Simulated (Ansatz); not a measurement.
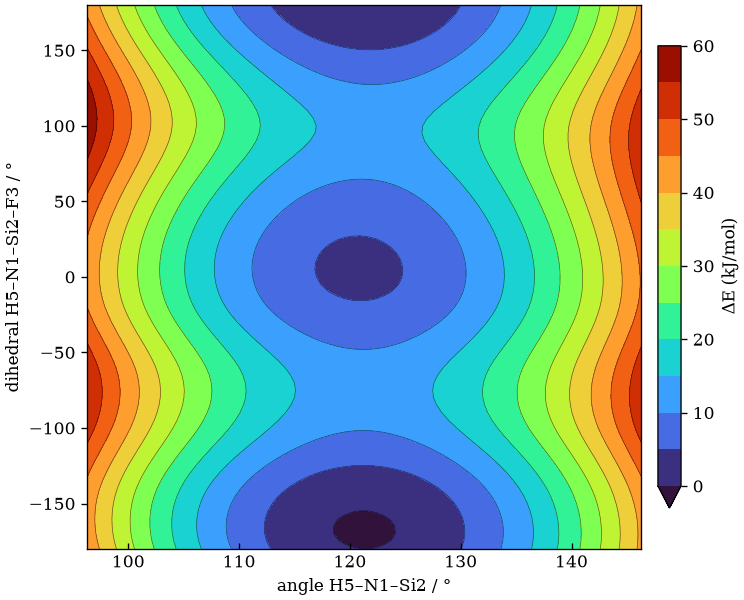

ClFH₂NSi, SMILES N[Si](F)Cl, spin multiplicity 2. 
- First axis: angle H5–N1–Si2. Second axis: dihedral H5–N1–Si2–F3.
- Nothing is relaxed (all other coordinates rigid).
- The scan uses a 9 × 9 grid.
- Points are written as (first, second).
- Energies: kJ/mol, counted from the lowest grid point.
- Method: Ansatz 0.2.0, UKS r2SCAN0-D4/def2-SVP.

The picture shows filled contours. Between grid points the surface is interpolated.

The lowest grid point is at (121.3°, −180°). A higher local minimum lies near (121.3°, 20°) (4.5 kJ/mol above the lowest at that grid point). The highest grid point, (96.3°, 100°), lies 57.9 kJ/mol above the lowest. On the interpolated surface the easiest way out of the lowest well to the well at about (121°, 5°) passes a barrier of about 13 kJ/mol, counted from the interpolated bottom of the well. Round the minimum the two coordinates are nearly uncoupled.

The level of theory is changed to Ansatz, UKS PBE0-D4/def2-SVP; with it change the reference geometry, relaxed at the new level; the new grid has 15 × 15 points, laid about the new relaxed structure.

> What does this change do to the map?

The minimum (interpolated where it lies between grid points) moves from about (121°, −165°) to about (120°, −165°). The easiest pass out of the lowest well goes from about 13 to about 14 kJ/mol on the interpolated surfaces.

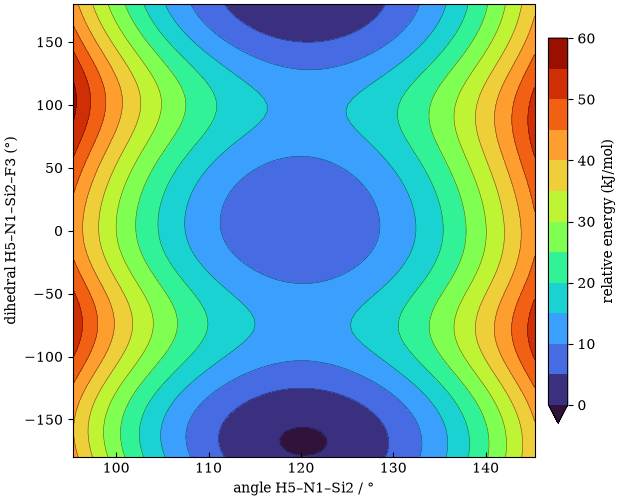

The map after the change, on a colour scale of its own. In the figure: filled contours. Between grid points the surface is interpolated.
